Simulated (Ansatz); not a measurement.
Given this structure, the input geometry of an electronic-structure calculation (not necessarily at equilibrium); the starting structure was generated, so it need not be a known form of this composition, written in its standard cell:

```
Y
1.0
     3.64395    0.00000    0.00000
    -1.82197    3.15575    0.00000
     0.00000    0.00000   11.68988
Y
4
Direct
  0.00000 0.00000 0.00000
  0.00000 0.00000 0.50000
  0.33333 0.66667 0.25000
  0.66667 0.33333 0.75000
```

Question: What does the kinematic electron diffraction pattern along [001] look like at 120 kV (B = 0.3 Å²)?

Answer: The spots form a hexagonal net with both shortest vectors at d = 3.16 Å, 60.0° apart. They are 1 -1 0 and 1 0 0. The pattern has symmetry 6mm. No reflection of this zone is absent.

Strongest reflections with d > 0.97 Å, one of each family (|F|² from tabulated Gaussian fits of the electron scattering factors, times a small damping for the curvature of the Ewald sphere):

| hkl | d (Å) | I (strongest = 100) |
| --- | --- | --- |
| 2 -1 0 | 1.822 | 100 |
| 3 0 0 | 1.052 | 24 |
| 1 0 0 | 3.156 | 19 |
| 2 0 0 | 1.578 | 5 |
| 3 -1 0 | 1.193 | 2 |

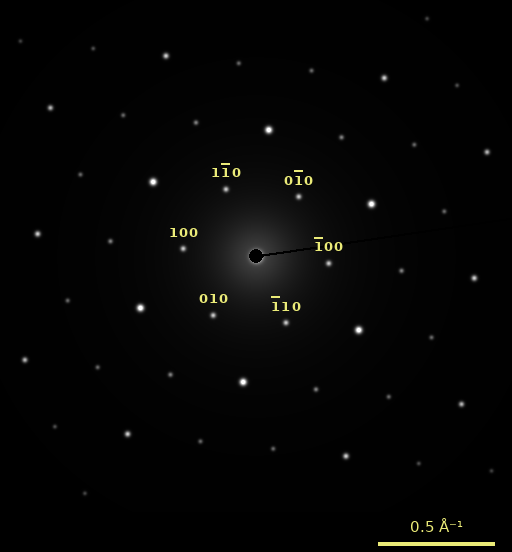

Calculated pattern, seen from the source side with [001] pointing towards the source.
